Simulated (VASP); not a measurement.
Band structure of CaF$_{2}$ (fluorite). Computed with modified Becke-Johnson potential (mBJ), VASP's PBE PAW potentials (set 64) (plane waves; VASP).

mBJ is a potential without an energy functional, so only the levels count.

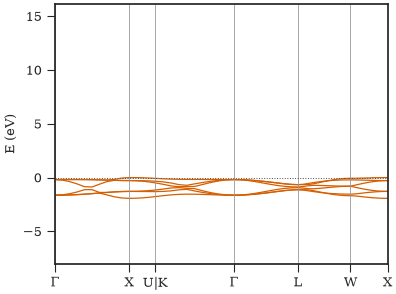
Figure: Bands along high-symmetry lines, zero at the valence-band maximum or, without a gap, the Fermi level

Question: Read the plot: is there a gap, and where are the band edges?

Answer: The gap is direct, 10.12 eV, from the valence maximum at X to the conduction minimum at X.

Measured: gap 11.80 eV (computed value off by -1.68 eV), as given by E. Cadelano et al., The European Physical Journal B (2011), arXiv:1107.5962.

The compound is CaF2 in the fluorite structure. It was relaxed first. The cell's shape comes from a PBE relaxation.
